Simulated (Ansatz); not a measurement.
# AlCl2F (SMILES [F][Al]([Cl])[Cl]) at BLYP/STO-3G

Aim: the vertical electron affinity of AlCl2F at BLYP/STO-3G, from 2 runs. 

Program for the calculation: Ansatz 0.2.0.

61 further runs of the same task are left out: 5 that didn't finish, 56 set aside as unsound or not needed.

### 1 The molecule

The species is AlCl2F (4 atoms), meant as a singlet with charge 0. SMILES: `[F][Al]([Cl])[Cl]`. The coordinates come from a PBE0-D4/def2-TZVP relaxation.

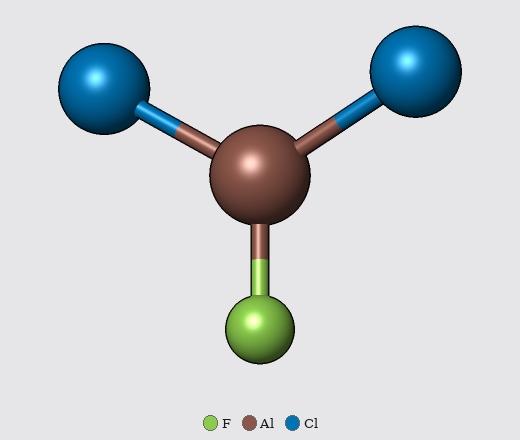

Viewed from a chosen angle; fluorine green, aluminium brown, chlorine blue.

### 2 The energy at BLYP/STO-3G

molecule.yaml reads:

```yaml
basis:
  gaussian:
    orbitals: STO-3G
crystal:
  periodic: [false, false, false]
  atoms:
    - {symbol: F, position_ang: [0.087420, 0.388220, 1.682350]}
    - {symbol: Al, position_ang: [0.004800, 0.021530, 0.093600]}
    - {symbol: Cl, position_ang: [1.223040, -1.463690, -0.663450]}
    - {symbol: Cl, position_ang: [-1.315270, 1.053930, -1.112510]}
hamiltonian:
  xc: {name: BLYP}
accuracy: high
```

Launch:

```
ansatz run molecule.yaml --threads 1 --pin off --max-ram 3480MiB --events-out events.jsonl --progress --plain --runs-dir runs
```

Output:

```text
Warning: RAYON_NUM_THREADS=1 ignored (pool sized by the plan → 1); use --threads N
Functional definition: BLYP
  name "BLYP"
  parameter beta = 0.0042
  parameter a = 0.04918
  parameter b = 0.132
  parameter c = 0.2533
  parameter d = 0.349
  exchange = b88_x(beta = beta)
  correlation = lyp_c(a = a, b = b, c = c, d = d)
603 factors; integrals over basis functions are off by at most 2.8e-8 eV
mean field evaluation 1: about -33964.2015 eV, gradient 3.3e1 eV
mean field evaluation 2: about -33950.1302 eV, gradient 8.4e1 eV
mean field evaluation 4: about -33968.4073 eV, gradient 5.6e0 eV
mean field evaluation 8: about -33968.5000 eV, gradient 6.4e-2 eV
mean field evaluation 16: about -33968.5000 eV, gradient 1.6e-8 eV
mean field -33968.50003177 eV, -1248.3193514912 hartree, gradient 1.6e-8 eV, S^2 0.000000; 0 other end points of the search recorded, 0 dependent functions left out
reference -33968.50006881 eV, -1248.3193528524 hartree; 28, 28 occupied and 4, 4 virtual orbitals, 603 factors
Total energy: -33968.50006881 eV, -1248.3193528524 hartree
```

Wall time 1.8 s (1 thread of Arm Neoverse V1, shared host); peak memory 0.11 GiB.

### 3 The doublet anion, same level

molecule.yaml reads:

```yaml
crystal:
  periodic: [false, false, false]
  atoms:
    - symbol: F
      position_ang: [0.087420, 0.388220, 1.682350]
    - symbol: Al
      position_ang: [0.004800, 0.021530, 0.093600]
    - symbol: Cl
      position_ang: [1.223040, -1.463690, -0.663450]
    - symbol: Cl
      position_ang: [-1.315270, 1.053930, -1.112510]
basis:
  gaussian:
    orbitals: STO-3G
accuracy: high
magnetization:
  spin_polarized: true
  initial_magnetization: 1
hamiltonian:
  xc: {name: BLYP}
total_charge: -1
```

Launch:

```
ansatz run molecule.yaml --threads 1 --pin off --max-ram 3480MiB --events-out events.jsonl --progress --plain --runs-dir runs
```

Output, shortened:

```text
Warning: RAYON_NUM_THREADS=1 ignored (pool sized by the plan → 1); use --threads N
[... 9 set-up lines as earlier in the session ...]
603 factors; integrals over basis functions are off by at most 2.8e-8 eV
mean field evaluation 1: about -33961.2334 eV, gradient 1.2e1 eV
mean field evaluation 2: about -33960.4612 eV, gradient 1.4e1 eV
mean field evaluation 4: about -33962.4760 eV, gradient 1.6e0 eV
mean field evaluation 8: about -33962.4875 eV, gradient 6.0e-2 eV
mean field evaluation 16: about -33962.4876 eV, gradient 4.5e-6 eV
mean field -33962.48763854 eV, -1248.0984001153 hartree, gradient 2.6e-8 eV, S^2 0.751640; 1 other end points of the search recorded, 0 dependent functions left out
reference -33962.48767515 eV, -1248.0984014606 hartree; 29, 28 occupied and 3, 4 virtual orbitals, 603 factors
Total energy: -33962.48767515 eV, -1248.0984014606 hartree
```

Run time: 5.1 s. Hardware: 1 thread of Arm Neoverse V1, shared host; peak memory 0.16 GiB.

### 4 Outcome

Level: BLYP/STO-3G.

| quantity | value |
| --- | --- |
| singlet AlCl2F: total energy | -1248.31935 Eh |
| doublet anion: total energy | -1248.09840 Eh |
| doublet anion: ⟨S²⟩ | 0.752 |
| vertical electron affinity (to the doublet anion) | -6.012 eV |

In words: The anion lies 6.01 eV (580 kJ/mol) above the neutral: the electron isn't bound at this level, and such a value depends on the basis. Without diffuse functions anions come out too high. In a minimal basis such a difference can be off by several eV, whatever the method.
